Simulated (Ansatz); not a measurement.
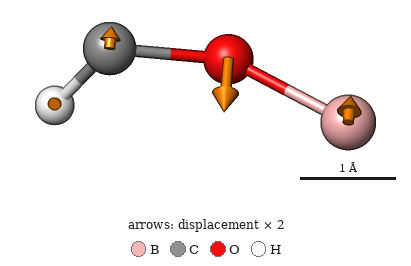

A relaxation of CHBO. The starting structure is drawn; orange arrows show the displacements, 2 times their true length. The two geometries are superimposed by the best rigid fit.

The picture is a ball-and-stick view, seen at a tilt.

It is one of the separated reactants of a reaction.

Theory: Ansatz 0.2.0, RKS PBE-D4/def2-SVP. Settings: force threshold 0.03 eV/Å; at most 250 steps.

Which element moves most?

Answer. Oxygen: up to 0.33 Å, against 0.17 Å for boron.

What happened in the run?

Answer. The atom that moves furthest after the best rigid fit is the O atom (0.33 Å). Largest moves by element: O 0.33 Å, B 0.17 Å, C 0.12 Å, H 0.05 Å. Some distances before and after: B–O 1.500 → 1.336 Å, C–H 1.060 → 1.137 Å, C–O 1.276 → 1.321 Å. Bond angles that change, for instance: B–O–C 143.8° → 164.4°, O–C–H 111.9° → 103.1°. After 5 accepted moves (6 points after the start) the energy has fallen by 0.578 eV. The largest force component goes from 3 to 0.0012 eV/Å. The line search rejected the trial step at point 2 of the run. The run took 2.9 s on 2 threads of Intel Xeon Platinum 8488C, with other jobs on the host.
